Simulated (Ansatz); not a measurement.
**From C to Sn: the HOMO–LUMO gap**

One atom is swapped for its congeners: CBrClF2 `FC(F)(Cl)Br`; GeBrClF2 `[F][Ge]([F])([Cl])[Br]`; SnBrClF2 `[F][Sn]([F])([Cl])[Br]`. The Si member is missing. All are singlets with charge 0.

Shapes, held fixed at every level: PBE0-D4/def2-TZVP. Programs: Ansatz 0.2.0. Values in eV.

| level | CBrClF2 | GeBrClF2 | SnBrClF2 |
| --- | --- | --- | --- |
| SPW92/def2-TZVPP | 5.09 | 4.90 | 3.88 |
| r2SCAN-D4/def2-TZVPP | 5.63 | 5.70 | 4.62 |
| B3LYP-D4/def2-TZVPP | 6.97 | 6.82 | 5.73 |
| BHLYP-D4/def2-TZVPP | 9.84 | 9.68 | 8.48 |
| PBE0-D4/def2-TZVPP | 7.54 | 7.44 | 6.34 |
| r2SCAN0-D4/def2-TZVPP | 7.83 | 7.84 | 6.68 |
| wB97X-V/def2-TZVPP | 12.25 | 12.07 | 10.89 |

At wB97X-V/def2-TZVPP the HOMO–LUMO gap falls at every step, from 12.25 to 10.89 eV. 5 of 7 levels show this order throughout; 5 agree on the largest and the smallest. For atoms past krypton def2 sets carry core potentials with scalar relativity. Relativity is left out for Br, Ge unless named. Orbital gaps aren't excitation energies, and the LUMO depends on the basis.

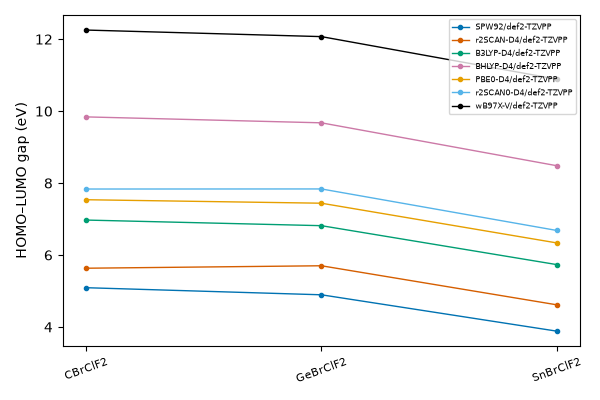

The trend along the series, level by level.
